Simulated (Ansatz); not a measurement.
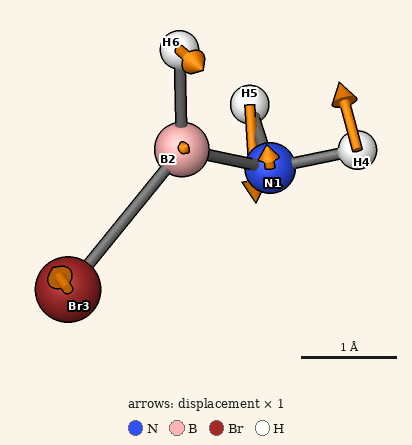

A relaxation of BNH3Br. The starting structure is drawn; orange arrows show the displacements, at their true length. The two geometries are superimposed by the best rigid fit.

The picture is a ball-and-stick view, seen from a free direction.

The run prepares the start of a later molecular dynamics calculation, from a guessed geometry.

Theory: RKS PBE0-D4/def2-SVP (Ansatz). Set-up: no spin polarisation; force threshold 0.02 eV/Å; at most 40 steps.

Question: Atoms of which element are displaced furthest, and by how much?

Answer: Hydrogen: up to 1.06 Å, against 0.52 Å for bromine.

Question: Describe the change and its energy.

Answer: The largest move after the best rigid fit is that of H5, 1.06 Å. Largest moves by element: H 1.06 Å, Br 0.52 Å, N 0.28 Å, B 0.12 Å. Near-neighbour distances that change, for instance: N1–B2 1.486 → 1.384 Å, B2–Br3 2.001 → 1.930 Å, B2–H6 1.173 → 1.204 Å, N1–H5 1.042 → 1.013 Å. Among the angles between lasting bonds that change: B2–N1–H4 109.0° → 122.0°, B2–N1–H5 110.8° → 123.4°, H4–N1–H5 107.1° → 114.6°. Over 9 geometry steps the energy falls by 1.369 eV. Largest force component: 2.3 eV/Å at the start, 0.02 eV/Å at the end. Cost: 47 s on 1 thread of Arm Neoverse N1, with other jobs on the host, peak memory 0.14 GiB.
